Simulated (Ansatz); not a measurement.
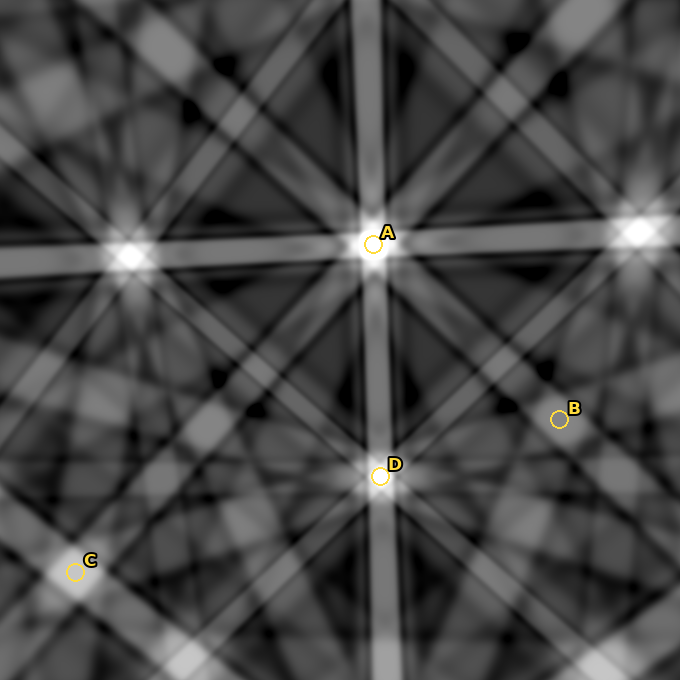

Simulated Kikuchi (electron backscatter) pattern at 10 kV: kinematic bands of width 2θ(Bragg) in gnomonic projection, seen from the camera side; the frame spans ±37° from its centre. Crystal: LiHfAu, space group I4mm (No. 107), a = 3.44 Å, c = 8.94 Å. Structure: the end point of a relaxation with DFT PBE, scalar-relativistic, plane waves, PAW (Ansatz); the starting structure was generated, so it need not be a known form of this composition.

Pole A is [001] and pole B is [-302].

### Index the poles C and D.

C is [031], 49.1° from A and 55.5° from B. D is [-111], 28.6° from A and 21.6° from B.

### Which band joins A and B, and how wide is it?

It comes from the planes common to both zones. The strongest order is 0 2 0 with d = 1.721 Å, so the band is 2θ = 4.1° wide (λ = 0.1220 Å).
